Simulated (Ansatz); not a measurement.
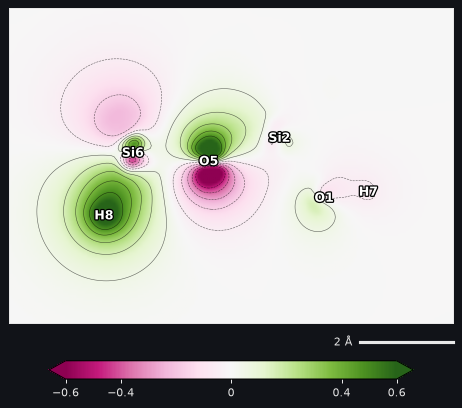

Figure 1: F2H4O2Si2. The HOMO−1 on the plane of atoms Si2, O5 and Si6 (values in Å⁻³ᐟ²; the overall sign is arbitrary).

Geometry: PBE0-D4/def2-TZVP.

Method: Ansatz, RKS PBE0-D4/def2-TZVPP.

```
atom    x (Å)    y (Å)    z (Å)
   O  -1.9095   0.6516   1.3169
  Si  -0.3265   0.5797   1.0252
   F   0.3046   2.0273   0.9567
   F   0.4358  -0.1506   2.2020
   O  -0.1075  -0.1920  -0.3479
  Si   0.7843  -0.8658  -1.5485
   H  -2.2173   1.0933   2.1090
   H  -0.1512  -1.3642  -2.5830
   H   1.6877   0.1579  -2.1282
   H   1.5830  -1.9883  -0.9991
```

What is the character of this orbital?

It lies mainly on Si6 (about 30 %), H8 (about 25 %), O5 (about 20 %), H9 (about 10 %) and H10 (about 5 %). Its energy is −9.45 eV.
